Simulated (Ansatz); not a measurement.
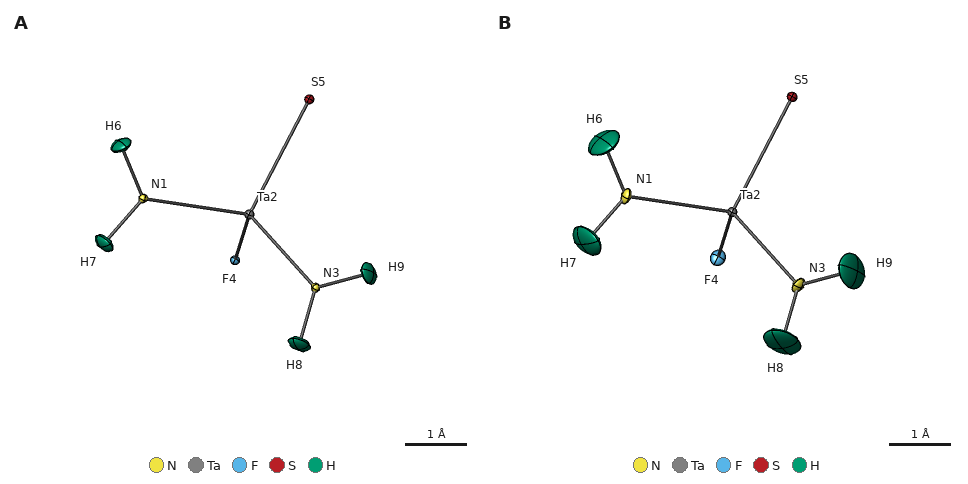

Displacement ellipsoids at the 50 % level, scaled by 0.7, from the internal vibrations of the free molecule (harmonic, no overall translation or rotation; no half-axis is drawn under 0.075 Å). The species is neutral and a spin singlet. Vibrations computed with RKS PBE0-D4/def2-TZVP, core potentials on Ta (Ansatz 0.2.0). One panel is for 0 K (zero-point motion alone), the other for 600 K.

Which panel is for 600 K?

Answer. B.

How much does the mean-square displacement of H8 grow, and why?

Answer. U_eq goes from 0.0303 to 0.0983 Å², a factor of 3.2. Modes below kT (417 cm⁻¹ at 600 K) grow about in proportion to T, and the lowest lies at 159 cm⁻¹; the mean-square amplitude of a mode is its zero-point value times coth(ħω/2kT), which comes close to 1 only above about 3kT.
